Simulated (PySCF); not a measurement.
# HNO (nitroxyl) at CCSDT(Q)/STO-6G

Aim: the energy change on altering one bond length of HNO (nitroxyl) at CCSDT(Q)/STO-6G, from 2 runs. Input form: a Python script.

The results are computed with PySCF 2.14.0.

10 further runs of the same task are left out: 1 that didn't finish, 9 set aside as unsound or not needed.

## (1) Starting point

The species is HNO (3 atoms), meant as a singlet with charge 0. As SMILES, `N=O`. The shape is that of a PBE0-D4/def2-TZVP optimisation.

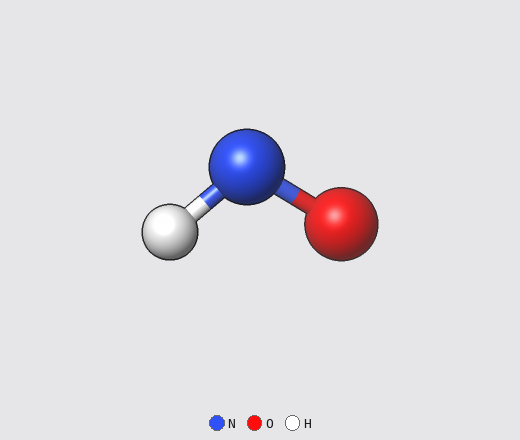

Viewed from a chosen angle; nitrogen blue, oxygen red, hydrogen white.

## (2) The energy at CCSDT(Q)/STO-6G

Input file run.py:

```python
from pyscf import gto, cc

system = gto.M(
    atom='''
N   -0.283700   0.312790  -0.117160
O    0.755300   0.397200   0.456500
H   -0.471600  -0.709980  -0.339350
''',
    verbose=3,
    max_memory=1860,
    basis='sto-6g',
    charge=0,
)

hf = system.RHF()
hf.conv_tol = 1e-10
hf.kernel()
if not hf.converged:
    hf = hf.newton().run(hf.mo_coeff, hf.mo_occ)

mycc = cc.CCSDT(hf, frozen=2)
mycc.kernel()
e_bracket, e_q = mycc.ccsdt_q()
e_tot = mycc.e_tot + e_q
print(f'total energy: {e_tot:.8f} hartree')
```

Command:

```console
$ OMP_NUM_THREADS=1 python run.py
```

The program printed:

```text
converged SCF energy = -129.294865860362
_make_eris_incore_RCCSDT

WARN: A large `blksize` is being used, which may cause large memory consumption
      for storing contraction intermediates. If memory is sufficient, consider using
      `pyscf.cc.rccsdt_highm.RCCSDT` instead.

WARN: A large `blksize_oovv` is being used, which may cause large memory consumption
      for storing contraction intermediates. If memory is sufficient, consider using
      `pyscf.cc.rccsdt_highm.RCCSDT` instead.

WARN: A large `blksize_oooo` is being used, which may cause large memory consumption
      for storing contraction intermediates. If memory is sufficient, consider using
      `pyscf.cc.rccsdt_highm.RCCSDT` instead.

RCCSDT converged
E(RCCSDT) = -129.4388138275599   E_corr = -0.1439479671982631
E_corr(same-spin) = -0.0174400735334056
E_corr(oppo-spin) = -0.126507893664858
_make_eris_incore_RCCSDT
total energy: -129.43940318 hartree
```

It took 1.4 s on 1 thread of Arm Neoverse V1, shared host; peak memory 0.12 GiB.

## (3) The distorted shape, same level

Input file input.py:

```python
from pyscf import gto, cc

mol = gto.M(
    atom=[
    ('N', (-0.058218, 1.540123, 0.149470)),
    ('O', (0.980782, 1.624533, 0.723130)),
    ('H', (-0.471600, -0.709980, -0.339350)),
],
    basis='sto-6g',
    max_memory=1860,
    spin=0,
    verbose=3,
)

mf = mol.RHF()
mf.conv_tol = 1e-10
mf.kernel()
if not mf.converged:
    mf = mf.newton().run(mf.mo_coeff, mf.mo_occ)

mycc = cc.CCSDT(mf, frozen=2)
mycc.kernel()
e_bracket, e_q = mycc.ccsdt_q()
etot = mycc.e_tot + e_q
print('E(%s) = %.9f' % ('CCSDT(Q)', etot))
```

Command:

```console
$ OMP_NUM_THREADS=1 python input.py
```

The program printed:

```text
converged SCF energy = -129.055652174812
_make_eris_incore_RCCSDT

WARN: A large `blksize` is being used, which may cause large memory consumption
      for storing contraction intermediates. If memory is sufficient, consider using
      `pyscf.cc.rccsdt_highm.RCCSDT` instead.

WARN: A large `blksize_oovv` is being used, which may cause large memory consumption
      for storing contraction intermediates. If memory is sufficient, consider using
      `pyscf.cc.rccsdt_highm.RCCSDT` instead.

WARN: A large `blksize_oooo` is being used, which may cause large memory consumption
      for storing contraction intermediates. If memory is sufficient, consider using
      `pyscf.cc.rccsdt_highm.RCCSDT` instead.

RCCSDT converged
E(RCCSDT) = -129.3808501090309   E_corr = -0.3251979342185418
E_corr(same-spin) = -0.0304639793117629
E_corr(oppo-spin) = -0.294733954906779
_make_eris_incore_RCCSDT
E(CCSDT(Q)) = -129.382288218
```

It took 1.4 s on 1 thread of Arm Neoverse V1, shared host; peak memory 0.12 GiB.

## (4) Outcome

At CCSDT(Q)/STO-6G, 2 core orbitals frozen:

| quantity | value |
| --- | --- |
| first shape: total energy | -129.43940 Eh |
| first shape: dipole moment (Hartree–Fock density) | 1.45 D |
| first shape: HOMO energy (Hartree–Fock orbitals) | -9.05 eV |
| first shape: LUMO energy (Hartree–Fock orbitals) | 6.07 eV |
| first shape: HOMO–LUMO gap (Hartree–Fock orbitals) | 15.12 eV |
| first shape: correlation energy (2 core orbitals frozen) | -144.5 mEh |
| first shape: T1 diagnostic | 0.010 |
| distorted shape: total energy | -129.38229 Eh |
| distorted shape: dipole moment (Hartree–Fock density) | 0.80 D |
| distorted shape: HOMO energy (Hartree–Fock orbitals) | -5.37 eV |
| distorted shape: LUMO energy (Hartree–Fock orbitals) | 2.42 eV |
| distorted shape: HOMO–LUMO gap (Hartree–Fock orbitals) | 7.79 eV |
| distorted shape: correlation energy (2 core orbitals frozen) | -326.6 mEh |
| distorted shape: T1 diagnostic | 0.020 |
| energy change with the N1–H3 bond stretched from 1.063 to 2.339 Å | 1.554 eV |

In words: With the N1–H3 bond stretched from 1.063 to 2.339 Å the energy rises by 1.55 eV (36 kcal/mol). The first shape isn't relaxed at this level, so the change isn't measured from a minimum. The minimal basis adds a large error of its own. Mulliken charges (first shape) of the mean-field density run from -0.08 on O2 to +0.15 on H3. The T1 diagnostic (distorted shape) of 0.020 is above the customary mark for such species, so a single reference may not serve.
